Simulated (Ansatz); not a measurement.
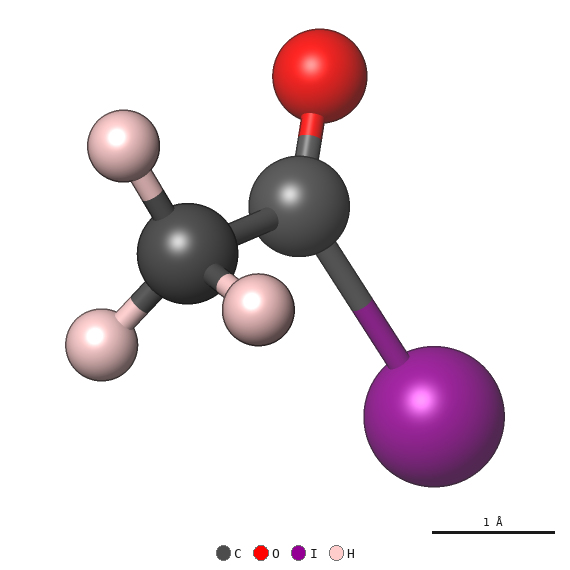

Ball-and-stick drawing of a structure. Every bond is drawn as one stick, whatever its order.

**Count the atoms of each element.**

C2H3IO, 7 atoms: 2 carbon, 3 hydrogen, 1 iodine and 1 oxygen.

**How many atoms are distinct by symmetry?**

6: 1 C, 1 C, 1 O, 1 I, 1 H, 2 H.

**Count the bonded pairs by element.**

3 C–H, 1 C–C, 1 C–O, 1 C–I.

**Give the symmetry (Schoenflies symbol).**

Cs.

**Give a SMILES string for it.**

CC(=O)I

The parts below concern this one geometry. Atoms keep their numbers from picture to picture. The computed structure is the end point of a PBE0-D4/def2-TZVP optimisation.

**Shape**

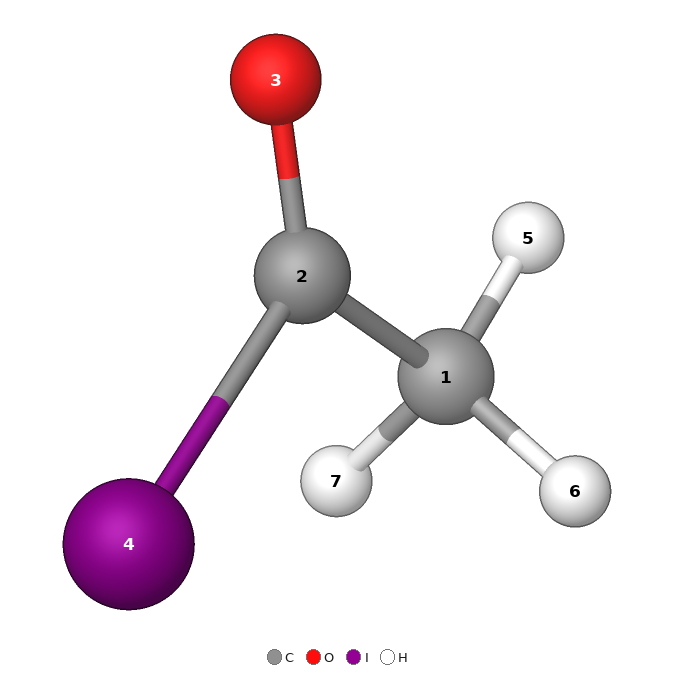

**What is the geometry at C1?**

C1 has 4 neighbours (C2 at 1.49, H5 at 1.09, H6 at 1.09, H7 at 1.09 Å); the arrangement is tetrahedral.

**How are the neighbours of atom 2 arranged?**

C2 has 3 neighbours (C1 at 1.49, O3 at 1.18, I4 at 2.20 Å); the arrangement is trigonal planar.

**Electronic properties**

Properties computed with RKS r2SCAN-D4/def2-TZVPP, core potentials on I (Ansatz 0.2.0).

Computed properties:

- dipole moment: 2.82 D
- HOMO energy (Kohn–Sham orbital): −6.62 eV
- LUMO energy (Kohn–Sham orbital): −2.15 eV
- HOMO–LUMO gap: 4.47 eV
- dispersion correction: −3.2 kJ/mol

**Vibrations**

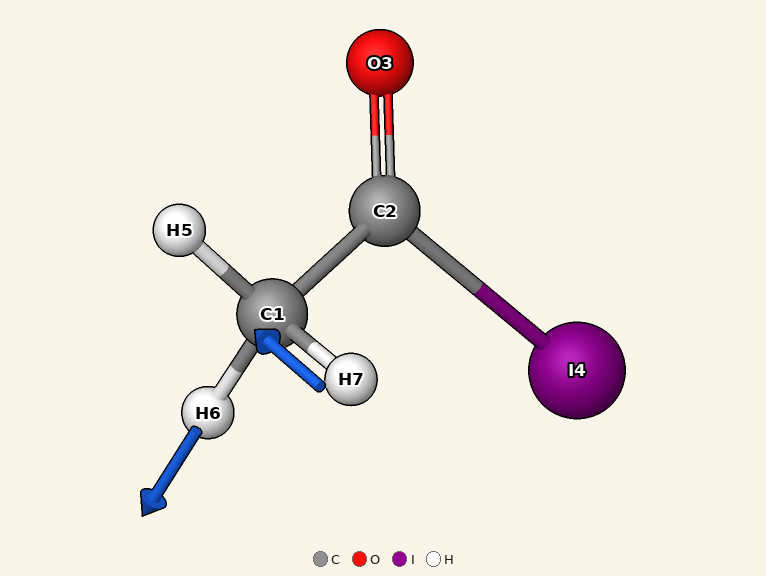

The arrows show one normal mode. Harmonic vibrations computed with RKS PBE0-D4/def2-TZVP, core potentials on I (Ansatz 0.2.0) at a stationary point of the same level.

**What kind of motion is it?**

Mostly out-of-phase stretching of 2 C–H bonds.

**At what wavenumber does it lie?**

3153 cm⁻¹; it is mode 14 of 15 counted from the lowest.

**Thermal motion**

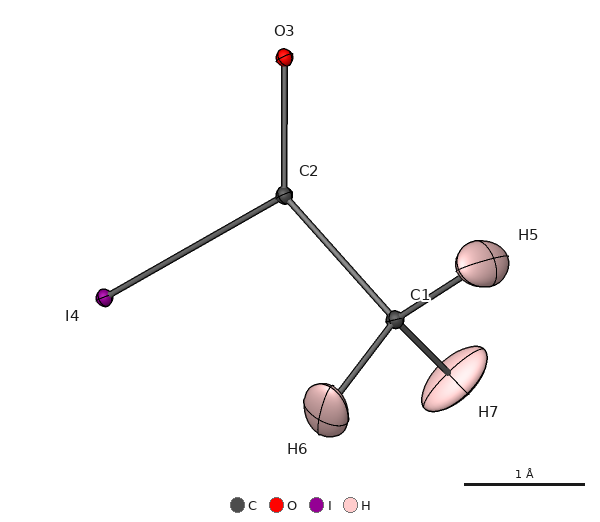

Displacement ellipsoids at the 50 % level, from the internal vibrations of the free molecule (harmonic, no overall translation or rotation; no half-axis is drawn under 0.075 Å). Vibrations computed with RKS PBE0-D4/def2-TZVP, core potentials on I (Ansatz 0.2.0). Temperature: 0 K (zero-point motion alone).

Give the displacement parameters, one line for each set of equivalent atoms.

```json
{"atom": "C1", "U_eq (Å²)": "0.0015", "rms amplitudes (Å)": "0.019, 0.033, 0.055"}
{"atom": "C2", "U_eq (Å²)": "0.0018", "rms amplitudes (Å)": "0.036, 0.045, 0.046"}
{"atom": "O3", "U_eq (Å²)": "0.0012", "rms amplitudes (Å)": "0.022, 0.029, 0.049"}
{"atom": "I4", "U_eq (Å²)": "0.00005", "rms amplitudes (Å)": "0.002, 0.005, 0.011"}
{"atom": "H5", "U_eq (Å²)": "0.0226", "rms amplitudes (Å)": "0.087, 0.131, 0.207"}
{"atom": "H6, H7", "U_eq (Å²)": "0.0252", "rms amplitudes (Å)": "0.074, 0.136, 0.227"}
```
